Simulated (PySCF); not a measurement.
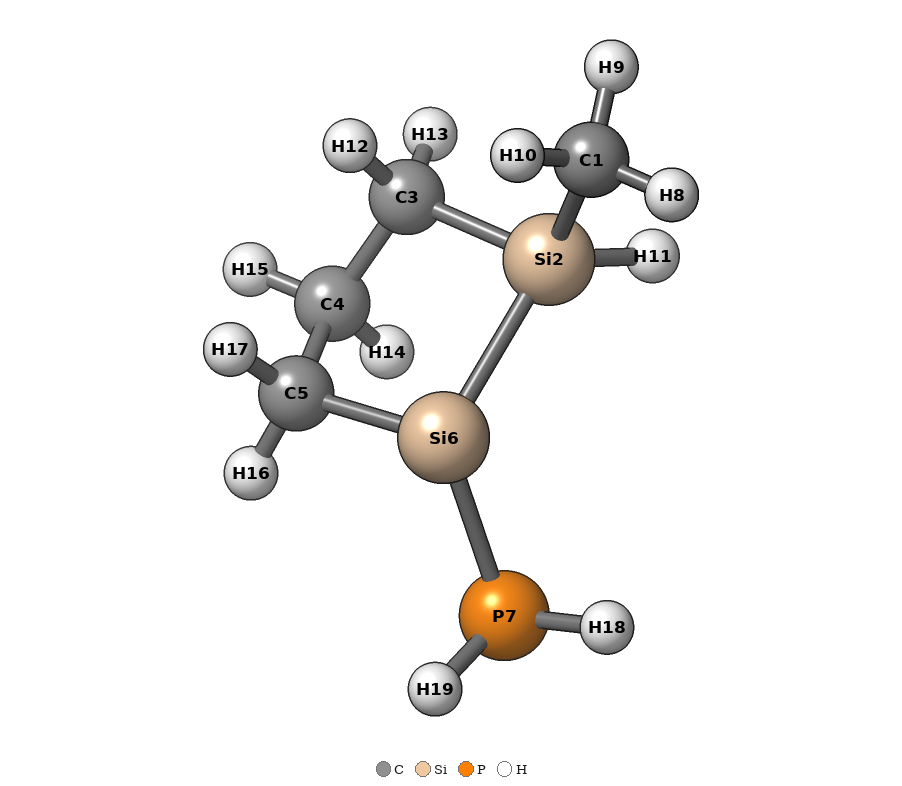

The species is neutral and a spin doublet. The computed structure is the end point of a GFN2-xTB optimisation. No frequency run is at hand to confirm it as a minimum. Method: UKS B3LYP, pcH-1 on C H P Si, non-relativistic (PySCF 2.14.0). Fermi-contact and spin-dipolar terms alone, no spin-orbit part.

### Which nucleus has the largest dipolar (anisotropic) hyperfine coupling?

29Si at Si6: principal values −153.5, 76.0, 77.5 MHz.

List the isotropic and dipolar parts for the most strongly coupled nuclei, one of each equivalent set.

```json
{"atom": "Si6", "isotope": "29Si", "a_iso (MHz)": "−408.7", "dipolar part (MHz)": "−153.5, 76.0, 77.5"}
{"atom": "P7", "isotope": "31P", "a_iso (MHz)": "18.2", "dipolar part (MHz)": "−50.9, −43.5, 94.3"}
{"atom": "Si2", "isotope": "29Si", "a_iso (MHz)": "−56.4", "dipolar part (MHz)": "−13.9, 6.5, 7.5"}
{"atom": "C5", "isotope": "13C", "a_iso (MHz)": "18.8", "dipolar part (MHz)": "−4.1, −3.2, 7.3"}
{"atom": "H17", "isotope": "1H", "a_iso (MHz)": "13.3", "dipolar part (MHz)": "−4.0, −2.6, 6.6"}
{"atom": "H19", "isotope": "1H", "a_iso (MHz)": "39.3", "dipolar part (MHz)": "−3.6, −0.7, 4.3"}
{"atom": "H16", "isotope": "1H", "a_iso (MHz)": "2.7", "dipolar part (MHz)": "−3.1, −1.3, 4.3"}
{"atom": "H18", "isotope": "1H", "a_iso (MHz)": "6.9", "dipolar part (MHz)": "−3.3, −0.4, 3.7"}
```

The geometry is semi-empirical. Around P, Si such bond lengths and angles can be off by a tenth of an ångström or more and by several degrees, and values that hang on the shape move with them.
